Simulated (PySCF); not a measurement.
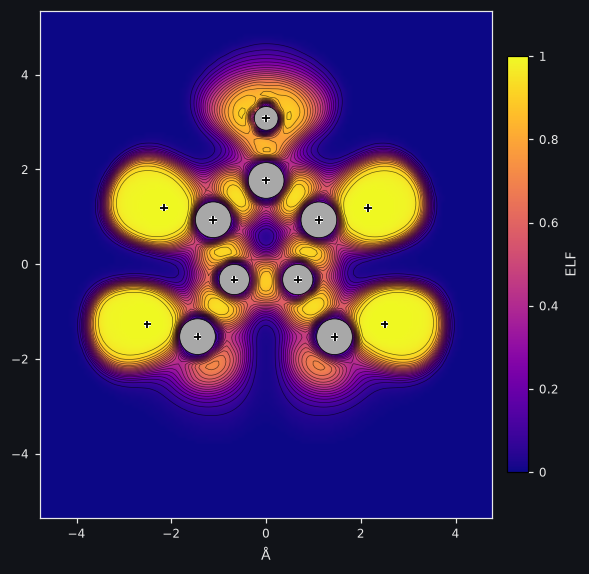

The electron localisation function on a plane through atoms (crosses mark nuclei in the plane; grey discs cover the cores).

Method: PBE0/def2-SVPD, SCF density, gas phase (PySCF 2.14.0).

Candidates:
A. H$_{9}$NSi$_{3}$ (SMILES N[SiH2][SiH2][SiH3])
B. C$_{5}$H$_{8}$FN$_{2}$ (SMILES Cn1cc(F)c[n+]1C) (charge +1)
C. C$_{5}$H$_{4}$F$_{2}$ (SMILES FC1=C[C@H](F)C=C1)

Which system is this?

Answer. Candidate B: C$_{5}$H$_{8}$FN$_{2}$ on the plane of atoms C1, N2 and C3, which holds C, N, F and H. C–F (1.31 Å): the ELF peaks at about 0.85 between the atoms (a polar covalent bond). C–N (1.34 Å): the ELF peaks at about 0.90 between the atoms (localised, covalent bonding).
